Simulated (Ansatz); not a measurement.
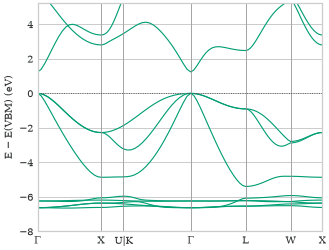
Band structure from the program Ansatz at the PBEsol level (PAW)

Problem. Read off the gap and where the band edges lie.

Solution. About 1.2 eV (1.24 eV by a search for the band edges); maximum at Γ, minimum at Γ.

The material is ZnSe (zinc blende, space group No. 216).

Space group F-43m (zinc blende). Symmetry was held in the PBEsol relaxation. Spin–orbit coupling is left out wherever it is not named.

Potentials: the later of the program's two PAW sets.
